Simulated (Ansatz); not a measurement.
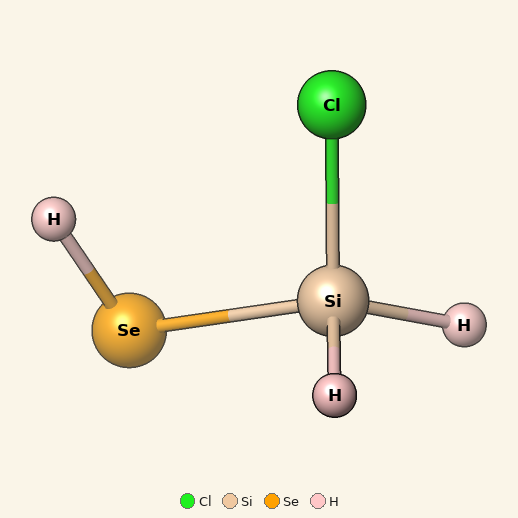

The picture comes from a calculation with Ansatz.

Orthographic view. Atoms fade into the background with distance from the viewer. Geometry: moved along internal coordinates away from the minimum.

Give the standard InChI.

Answer. InChI=1S/ClH3SeSi/c1-3-2/h2H,3H2
